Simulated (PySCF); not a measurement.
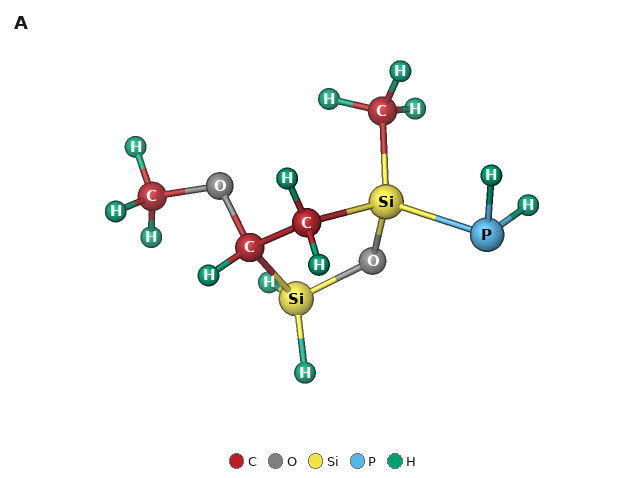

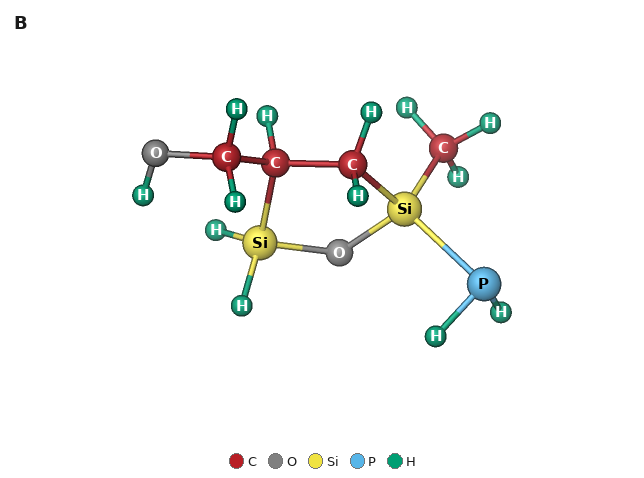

2 stationary structures of one formula. Geometries: GFN2-xTB. Electronic energies: PBE0/pcSseg-1 (PySCF 2.14.0), without zero-point energy. No frequency run is at hand to confirm each as a minimum. Each is one conformer, not always the lowest.

How are they related?

Answer. They are constitutional isomers of C4H13O2PSi2: A `CO[C@@H]1C[Si@@](C)(P)O[SiH2]1`, B `C[Si@@]1(P)C[C@H](CO)[SiH2]O1`.

Rank them by energy, lowest first.

Answer. B is lowest; A lies 39.3 kJ/mol above it.

The geometry is semi-empirical. Around P, Si such bond lengths and angles can be off by a tenth of an ångström or more and by several degrees, and values that hang on the shape move with them.
